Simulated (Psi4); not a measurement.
Run report: C6H12 (charge +1), single-point calculation (part 2 of 3)

C6H12 (cyclohexane), charge +1, multiplicity 2; B3LYP/6-31G*, UKS (Psi4 1.11). The geometry is that of the parent species in another charge or spin state. The geometry comes from this level: PBE0-D4/def2-TZVP.

Geometry of the input (Å):
```
C  -0.6744  1.1216  -0.6702
C  0.7481  1.2576  -0.1434
C  1.4626  -0.0872  -0.1224
C  0.6744  -1.1216  0.6702
C  -0.7481  -1.2576  0.1434
C  -1.4626  0.0872  0.1224
H  -0.6394  0.8163  -1.7239
H  -1.1838  2.0897  -0.6443
H  1.3099  1.9776  -0.7462
H  0.7160  1.6630  0.8761
H  1.5873  -0.4435  -1.1530
H  2.4693  0.0233  0.2918
H  1.1838  -2.0897  0.6443
H  0.6394  -0.8163  1.7239
H  -1.3099  -1.9776  0.7462
H  -0.7160  -1.6630  -0.8761
H  -1.5873  0.4435  1.1530
H  -2.4693  -0.0233  -0.2918
```

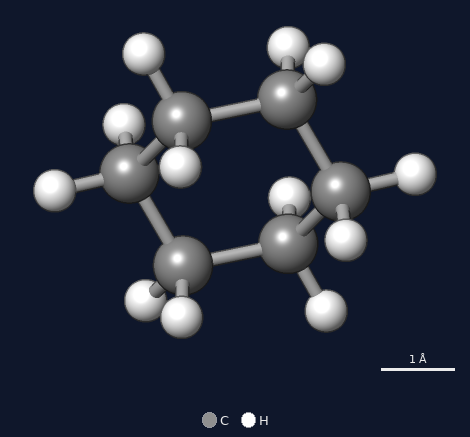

Fig. 1: The structure as given in the input (ball-and-stick view, seen at a tilt).

What the program printed, continued
```
      24A     -0.451186    25A     -0.093532    26A     -0.071999
      27A     -0.045061    28A     -0.041987    29A     -0.019305
      30A     -0.015175    31A     -0.014556    32A     -0.010798
      33A     -0.001244    34A      0.000501    35A      0.006797
      36A      0.007458    37A      0.047743    38A      0.048503
      39A      0.059398    40A      0.086343    41A      0.087057
      42A      0.094719    43A      0.314900    44A      0.325999
      45A      0.343207    46A      0.345002    47A      0.345855
      48A      0.386462    49A      0.386491    50A      0.441422
      51A      0.445687    52A      0.474912    53A      0.527020
      54A      0.528195    55A      0.549890    56A      0.559458
      57A      0.632291    58A      0.633005    59A      0.667132
      60A      0.668505    61A      0.669092    62A      0.694600
      63A      0.711686    64A      0.713114    65A      0.736492
      66A      0.739322    67A      0.776472    68A      0.786071
      69A      0.789056    70A      0.815284    71A      0.827886
      72A      0.974244    73A      0.975795    74A      1.165401
      75A      1.167407    76A      1.199737    77A      1.202566
      78A      1.349509    79A      1.362711    80A      1.483774
      81A      1.484713    82A      1.524177    83A      1.527011
      84A      1.694450    85A      1.696154    86A      1.714938
      87A      1.715356    88A      1.783222    89A      1.783718
      90A      1.802511    91A      1.825986    92A      1.879074
      93A      1.940039    94A      1.940415    95A      2.064724
      96A      2.065745    97A      2.153080    98A      2.154398
      99A      2.185645   100A      2.186354   101A      2.186389
     102A      2.193831   103A      2.418987   104A      2.420165
     105A      2.473404   106A      2.496244   107A      2.497749
     108A      2.571711

    Final Occupation by Irrep:
              A
    DOCC [    23 ]
    SOCC [     1 ]
    NA   [    24 ]
    NB   [    23 ]

  @UKS Final Energy:  -235.50415744865484

   => Energetics <=

    Nuclear Repulsion Energy =            256.9977992794802617
    One-Electron Energy =                -814.6724956461288230
    Two-Electron Energy =                 351.9665490237887298
    DFT Exchange-Correlation Energy =     -29.7960101057950766
    Empirical Dispersion Energy =           0.0000000000000000
    VV10 Nonlocal Energy =                  0.0000000000000000
    Total Energy =                       -235.5041574486548370

  UHF NO Occupations:
  HONO-2 :   22  A 1.9997070
  HONO-1 :   23  A 1.9997027
  HONO-0 :   24  A 1.0000000
  LUNO+0 :   25  A 0.0002973
  LUNO+1 :   26  A 0.0002930
  LUNO+2 :   27  A 0.0002079
  LUNO+3 :   28  A 0.0000684

Computation Completed

Properties will be evaluated at   0.000000,   0.000000,   0.000000 [a0]

Properties computed using the SCF density matrix

 Multipole Moments:

 ------------------------------------------------------------------------------------
     Multipole            Electronic (a.u.)      Nuclear  (a.u.)        Total (a.u.)
 ------------------------------------------------------------------------------------

 L = 1.  Multiply by 2.5417464519 to convert [e a0] to [Debye]
 Dipole X            :         -0.0000007           -0.0000000           -0.0000007
 Dipole Y            :          0.0000004           -0.0000000            0.0000004
 Dipole Z            :         -0.0000002            0.0000000           -0.0000002
 Magnitude           :                                                    0.0000009

 ------------------------------------------------------------------------------------
  Mulliken Charges: (a.u.)
   Center  Symbol    Alpha    Beta     Spin     Total
       1     C     3.21246  3.07196  0.14050 -0.28442
       2     C     3.19648  3.11535  0.08113 -0.31183
       3     C     3.21244  3.07199  0.14045 -0.28443
       4     C     3.21246  3.07196  0.14050 -0.28442
       5     C     3.19648  3.11535  0.08113 -0.31183
       6     C     3.21244  3.07199  0.14045 -0.28443
       7     H     0.39391  0.39841 -0.00450  0.20768
       8     H     0.39221  0.36699  0.02521  0.24080
       9     H     0.41254  0.31184  0.10070  0.27562
      10     H     0.39382  0.39810 -0.00428  0.20807
      11     H     0.39392  0.39841 -0.00450  0.20767
      12     H     0.39222  0.36694  0.02529  0.24084
      13     H     0.39221  0.36699  0.02521  0.24080
      14     H     0.39391  0.39841 -0.00450  0.20768
      15     H     0.41254  0.31184  0.10070  0.27562
      16     H     0.39382  0.39810 -0.00428  0.20807
      17     H     0.39392  0.39841 -0.00450  0.20767
      18     H     0.39222  0.36694  0.02529  0.24084

   Total alpha = 24.00000, Total beta = 23.00000, Total charge =  1.00000

  Lowdin Charges: (a.u.)
   Center  Symbol    Alpha    Beta     Spin     Total
       1     C     3.15996  3.02230  0.13766 -0.18226
       2     C     3.14728  3.05224  0.09505 -0.19952
       3     C     3.15994  3.02232  0.13762 -0.18227
       4     C     3.15996  3.02230  0.13766 -0.18226
       5     C     3.14728  3.05224  0.09505 -0.19952
       6     C     3.15994  3.02232  0.13762 -0.18227
       7     H     0.42017  0.42274 -0.00257  0.15709
       8     H     0.41924  0.39531  0.02394  0.18545
       9     H     0.43301  0.34359  0.08942  0.22341
      10     H     0.42097  0.42351 -0.00254  0.15552
      11     H     0.42017  0.42274 -0.00257  0.15708
      12     H     0.41926  0.39525  0.02400  0.18549
      13     H     0.41924  0.39531  0.02394  0.18545
      14     H     0.42017  0.42274 -0.00257  0.15709
      15     H     0.43301  0.34359  0.08942  0.22341
      16     H     0.42097  0.42351 -0.00254  0.15552
      17     H     0.42017  0.42274 -0.00257  0.15708
      18     H     0.41926  0.39525  0.02400  0.18549

  Total alpha = 24.00000, Total beta = 23.00000, Total charge =  1.00000

  Mayer Bond Indices:

  Total Bond Index:
  Irrep: 1 Size: 18 x 18

                 1                   2                   3                   4                   5

    1     0.00000000000000     1.00403525411664     0.02349010635902     0.02644307270790     0.01696734355920
    2     1.00403525411664     0.00000000000000     1.00416901157850     0.01696732342035     0.02310785315531
    3     0.02349010635902     1.00416901157850     0.00000000000000     0.87952062572918     0.01696464095696
    4     0.02644307270790     0.01696732342035     0.87952062572918     0.00000000000000     1.00403525533730
    5     0.01696734355920     0.02310785315531     0.01696464095696     1.00403525533730     0.00000000000000
    6     0.87952055088431     0.01696466180819     0.02643781448103     0.02349010622898     1.00416901017410
    7     0.91743336055383    -0.01066751690064     0.00020552944809     0.00005493182136     0.00065164748193
    8     0.88469732797031    -0.00187065356550     0.00825200088141     0.00629734155228     0.00740298076165
    9     0.01236585420388     0.80737809316043     0.01236713811399     0.01013860637501     0.01726844005910
   10    -0.01065164835760     0.91866338803419    -0.01065338233885     0.00067679105979    -0.00023931579823
   11     0.00020724955089    -0.01067236642175     0.91743258617406    -0.00956643269474     0.00065260515328
   12     0.00825704378171    -0.00185815045926     0.88462177679551    -0.00275127625600     0.00740229850323
   13     0.00629734223605     0.00740298127755    -0.00276426035268     0.88469732764125    -0.00187065997773
   14     0.00005493210639     0.00065164774495    -0.00956338892579     0.91743333604158    -0.01066751700708
   15     0.01013861431350     0.01726844010058     0.01013525438815     0.01236584161501     0.80737809410868
   16     0.00067679150517    -0.00023931579625     0.00067554077433    -0.01065164718947     0.91866338748448
   17    -0.00956643349150     0.00065260491081     0.00005499943959     0.00020724892295    -0.01067236627071
   18    -0.00275126725226     0.00740229805784     0.00631173246619     0.00825704171505    -0.00185814414018

                 6                   7                   8                   9                  10

    1     0.87952055088431     0.91743336055383     0.88469732797031     0.01236585420388    -0.01065164835760
    2     0.01696466180819    -0.01066751690064    -0.00187065356550     0.80737809316043     0.91866338803419
    3     0.02643781448103     0.00020552944809     0.00825200088141     0.01236713811399    -0.01065338233885
    4     0.02349010622898     0.00005493182136     0.00629734155228     0.01013860637501     0.00067679105979
    5     1.00416901017410     0.00065164748193     0.00740298076165     0.01726844005910    -0.00023931579823
    6     0.00000000000000    -0.00956338967740    -0.00276425125889     0.01013526254397     0.00067554121453
    7    -0.00956338967740     0.00000000000000    -0.01128525367205     0.00058520490763     0.00953905600958
    8    -0.00276425125889    -0.01128525367205     0.00000000000000     0.00186565536134    -0.00006952932555
    9     0.01013526254397     0.00058520490763     0.00186565536134     0.00000000000000    -0.01139112076614
   10     0.00067554121453     0.00953905600958    -0.00006952932555    -0.01139112076614     0.00000000000000
   11     0.00005499972461     0.00325875629993     0.00018371674811     0.00058551557882     0.00953972750100
   12     0.00631173314940     0.00018345487335     0.00469607536549     0.00187148256814    -0.00006956931272
   13     0.00825200299919    -0.00004272408228     0.00068786463470     0.00171284508992     0.00010981817938
   14     0.00020553007372     0.00058139708309    -0.00004272407435     0.00017052314440     0.00328915399063
   15     0.01236715011135     0.00017052313972     0.00171284627370     0.01056629243194     0.00003710476239
   16    -0.01065338347899     0.00328915395445     0.00010981817198     0.00003710476126     0.00059846317984
   17     0.91743261037444     0.00985555007234    -0.00019541015763     0.00017068547570     0.00329152598343
   18     0.88462177686991    -0.00019529543141     0.00232776987304     0.00171694637349     0.00010979483188

                11                  12                  13                  14                  15

    1     0.00020724955089     0.00825704378171     0.00629734223605     0.00005493210639     0.01013861431350
    2    -0.01067236642175    -0.00185815045926     0.00740298127755     0.00065164774495     0.01726844010058
    3     0.91743258617406     0.88462177679551    -0.00276426035268    -0.00956338892579     0.01013525438815
    4    -0.00956643269474    -0.00275127625600     0.88469732764125     0.91743333604158     0.01236584161501
    5     0.00065260515328     0.00740229850323    -0.00187065997773    -0.01066751700708     0.80737809410868
    6     0.00005499972461     0.00631173314940     0.00825200299919     0.00020553007372     0.01236715011135
    7     0.00325875629993     0.00018345487335    -0.00004272408228     0.00058139708309     0.00017052313972
    8     0.00018371674811     0.00469607536549     0.00068786463470    -0.00004272407435     0.00171284627370
    9     0.00058551557882     0.00187148256814     0.00171284508992     0.00017052314440     0.01056629243194
   10     0.00953972750100    -0.00006956931272     0.00010981817938     0.00328915399063     0.00003710476239
   11     0.00000000000000    -0.01128275378804    -0.00019540998693     0.00985555045419     0.00017068547795
   12    -0.01128275378804     0.00000000000000     0.00232776768679    -0.00019529525794     0.00171694514429
   13    -0.00019540998693     0.00232776768679     0.00000000000000    -0.01128525257131     0.00186565359297
   14     0.00985555045419    -0.00019529525794    -0.01128525257131     0.00000000000000     0.00058520498837
   15     0.00017068547795     0.00171694514429     0.00186565359297     0.00058520498837     0.00000000000000
   16     0.00329152601734     0.00010979483771    -0.00006952929135     0.00953905610241    -0.01139112074718
   17     0.00058214249164    -0.00004277244523     0.00018371672696     0.00325875630233     0.00058551548656
   18    -0.00004277243705     0.00069211605459     0.00469607537058     0.00018345489440     0.00187148427745

                16                  17                  18

    1     0.00067679150517    -0.00956643349150    -0.00275126725226
    2    -0.00023931579625     0.00065260491081     0.00740229805784
    3     0.00067554077433     0.00005499943959     0.00631173246619
    4    -0.01065164718947     0.00020724892295     0.00825704171505
    5     0.91866338748448    -0.01067236627071    -0.00185814414018
    6    -0.01065338347899     0.91743261037444     0.88462177686991
    7     0.00328915395445     0.00985555007234    -0.00019529543141
    8     0.00010981817198    -0.00019541015763     0.00232776987304
    9     0.00003710476126     0.00017068547570     0.00171694637349
   10     0.00059846317984     0.00329152598343     0.00010979483188
   11     0.00329152601734     0.00058214249164    -0.00004277243705
   12     0.00010979483771    -0.00004277244523     0.00069211605459
   13    -0.00006952929135     0.00018371672696     0.00469607537058
   14     0.00953905610241     0.00325875630233     0.00018345489440
   15    -0.01139112074718     0.00058551548656     0.00187148427745
   16     0.00000000000000     0.00953972741679    -0.00006956933884
   17     0.00953972741679     0.00000000000000    -0.01128275487104
   18    -0.00006956933884    -0.01128275487104     0.00000000000000

  Alpha Contribution:
  Irrep: 1 Size: 18 x 18

                 1                   2                   3                   4                   5

    1     0.00000000000000     0.49879893374081    -0.00308841432763    -0.00071286422168    -0.00272721380232
    2     0.49879893374081     0.00000000000000     0.49879478598291    -0.00272721527452    -0.00051990222018
    3    -0.00308841432763     0.49879478598291     0.00000000000000     0.50429590697805    -0.00272575790250
    4    -0.00071286422168    -0.00272721527452     0.50429590697805     0.00000000000000     0.49879893054576
    5    -0.00272721380232    -0.00051990222018    -0.00272575790250     0.49879893054576     0.00000000000000
    6     0.50429591172153    -0.00272575640723    -0.00071220137144    -0.00308841436052     0.49879478901060
    7     0.45804389155713    -0.00525334068541     0.00022755079872    -0.00011491067534     0.00022927536687
    8     0.46039556272168    -0.00407620530089     0.00340839961590     0.00005139610241     0.00344163462433
    9    -0.00452708603979     0.46791597012214    -0.00452734405706     0.00314733007861     0.00006841154861
   10    -0.00523914597554     0.45861749581601    -0.00524017688914     0.00026464427689    -0.00011142961378
   11     0.00022864651956    -0.00525615348962     0.45804511005907    -0.00498108603139     0.00022973521525
   12     0.00340827056798    -0.00407679162280     0.46040371841570    -0.00384282364671     0.00344130484318
   13     0.00005139616788     0.00344163476116    -0.00384239820743     0.46039555284680    -0.00407620664945
   14    -0.00011491060925     0.00022927547747    -0.00497933973308     0.45804387874321    -0.00525334080642
   15     0.00314733016259     0.00006841154942     0.00314718480063    -0.00452708497216     0.46791596997023
   16     0.00026464446829    -0.00011142961252     0.00026407091286    -0.00523914532441     0.45861749552733
   17    -0.00498108666667     0.00022973511297    -0.00011509498057     0.00022864623834    -0.00525615334391
   18    -0.00384282339316     0.00344130470956     0.00005158575337     0.00340827041376    -0.00407679025444

                 6                   7                   8                   9                  10
```
